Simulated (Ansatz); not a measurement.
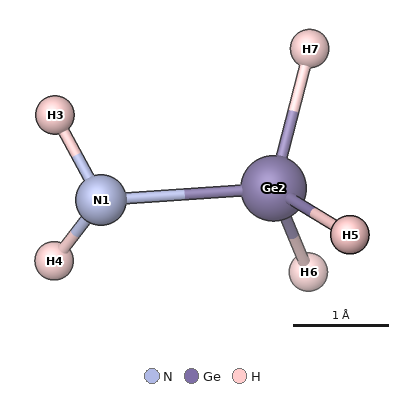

*The structure as given in the input (ball-and-stick view, seen at a tilt; atoms are numbered from 1 in the order of the input). Sticks mark near contacts.*

Bond lengths as drawn: Ge–H 1.54 to 1.55 Å, Ge–N 1.85 Å and H–N 1.02 Å.

# Phonon calculation, with input and output: GeNH$_{5}$

System: GeNH$_{5}$, SMILES [NH2][GeH3].
Method: RKS B3LYP/def2-SVP (Ansatz 0.2.0).

It belongs to a series of runs on one base structure; here: vibrations at the highest image of the band. Figures and captions count atoms from 1; the log counts them from 0 in places.

The input:
```yaml
crystal:
  periodic: [false, false, false]
  atoms:
    - { symbol: "N", position_ang: [-0.32697, -1.130244, -0.073573] }
    - { symbol: Ge, position_ang: [0.133434, 0.661857, -0.146065] }
    - { symbol: H, position_ang: [0.46818, -1.757511, 0.026982] }
    - { symbol: H, position_ang: [-1.00302, -1.354457, 0.653423] }
    - { symbol: H, position_ang: [-0.282946, 1.264374, -1.504806] }
    - { symbol: H, position_ang: [-0.591054, 1.43344, 0.981581] }
    - { symbol: H, position_ang: [1.663776, 0.814641, 0.016758] }
basis:
  gaussian: { orbitals: def2-SVP }
hamiltonian:
  xc: b3lyp
phonons: {}
```

Hardware: 1 thread of Intel Xeon (Sapphire Rapids), 192 GiB of memory available, shared host.

Command:
```bash
ansatz run input.yaml --threads 1 --pin off --max-ram 2048MiB --backend cpu --events-out ev --progress --plain --runs-dir out
```

Output:
```
Engine: ansatz 0.2.0, x86_64-unknown-linux-gnu
Functional definition: B3LYP
  parameter a0 = 0.2
  parameter ax = 0.72
  parameter ac = 0.81
  exchange = (1 - a0 - ax)*slater_x + ax*b88_x + a0*exact_x
  correlation = (1 - ac)*vwn_rpa_c + ac*lyp_c
774 factors; integrals over basis functions are off by at most 3.5e-4 eV
mean field evaluation 1: about -58076.7988 eV, gradient 5.5e1 eV
mean field evaluation 2: about -58063.2606 eV, gradient 9.0e1 eV
mean field evaluation 4: about -58082.6409 eV, gradient 2.3e0 eV
mean field evaluation 8: about -58082.6553 eV, gradient 1.9e-2 eV
mean field -58082.65533016 eV, -2134.4982135455 hartree, gradient 6.5e-5 eV, S^2 0.000000; 0 other end points of the search recorded, 0 dependent functions left out
the calculation of the forces begins
reference -58082.65556145 eV, -2134.4982220453 hartree; 22, 22 occupied and 49, 49 virtual orbitals, 774 factors
these checks for a lower state are left out or cut short: stability, starts, cluster_reference, orbital_swaps, neighbouring_geometries, increment
774 factors; integrals over basis functions are off by at most 3.5e-4 eV
mean field evaluation 16: about -58082.6552 eV, gradient 6.9e-5 eV
mean field -58082.65516780 eV, -2134.4982075790 hartree, gradient 2.4e-6 eV, S^2 0.000000; 0 other end points of the search recorded, 0 dependent functions left out
[... from here on the field's lines of each further geometry are left out, up to the last ...]
the calculation of the forces begins
reference -58082.65555038 eV, -2134.4982216385 hartree; 22, 22 occupied and 49, 49 virtual orbitals, 774 factors
these checks for a lower state are left out or cut short: stability, starts, cluster_reference, orbital_swaps, neighbouring_geometries, increment
774 factors; integrals over basis functions are off by at most 3.5e-4 eV
mean field -58082.65532933 eV, -2134.4982135153 hartree, gradient 6.1e-6 eV, S^2 0.000000; 0 other end points of the search recorded, 0 dependent functions left out
the calculation of the forces begins
reference -58082.65556062 eV, -2134.4982220147 hartree; 22, 22 occupied and 49, 49 virtual orbitals, 774 factors
WARN: phonons: modes at or below zero, which the zero-point energy, F, S and C_V leave out: 1, the lowest at -203.87 cm⁻¹. A minimum has none, and a first-order saddle one
Total energy: -58082.65556145 eV, -2134.4982220453 hartree
Atom 0 at    -0.326970    -1.130244    -0.073573 Å, force    -0.000386    -0.009283     0.002865 eV/Å
Atom 1 at     0.133434     0.661857    -0.146065 Å, force     0.005479     0.019547     0.002123 eV/Å
Atom 2 at     0.468180    -1.757511     0.026982 Å, force    -0.004802    -0.006674     0.000900 eV/Å
Atom 3 at    -1.003020    -1.354457     0.653423 Å, force     0.000338    -0.007709    -0.001514 eV/Å
Atom 4 at    -0.282946     1.264374    -1.504806 Å, force    -0.000105     0.000582    -0.001614 eV/Å
Atom 5 at    -0.591054     1.433440     0.981581 Å, force    -0.000737     0.002192    -0.000711 eV/Å
Atom 6 at     1.663776     0.814641     0.016758 Å, force     0.000212     0.001345    -0.002048 eV/Å
Dipole moment:     0.069340    -0.107000     0.231460 e Å
Vibrations: -203.87 500.04 560.74 635.79 695.06 855.50 891.67 897.87 942.30 1553.57 2105.30 2114.94 2126.01 3536.19 3626.17 cm⁻¹, zero-point energy 1.304386 eV
```

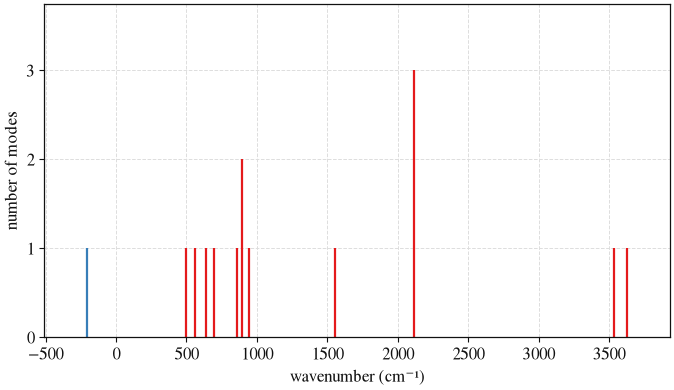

*Harmonic vibrational wavenumbers from the force constants; neighbouring modes closer than 17 cm⁻¹ are counted in one stick, and imaginary ones are drawn at negative wavenumbers.*

15 modes from 204i to 3626 cm⁻¹, 1 imaginary beyond 8i (204i cm⁻¹): a first-order saddle point, if the geometry is stationary.

Results in brief:

| quantity | value |
| --- | --- |
| outcome | converged |
| total energy | −58082.6556 eV |
| mean-field energy | −58082.6556 eV |
| largest force (length of the vector) | 0.020 eV/Å |
| wall time | 72 s |
| peak memory | 0.24 GiB |
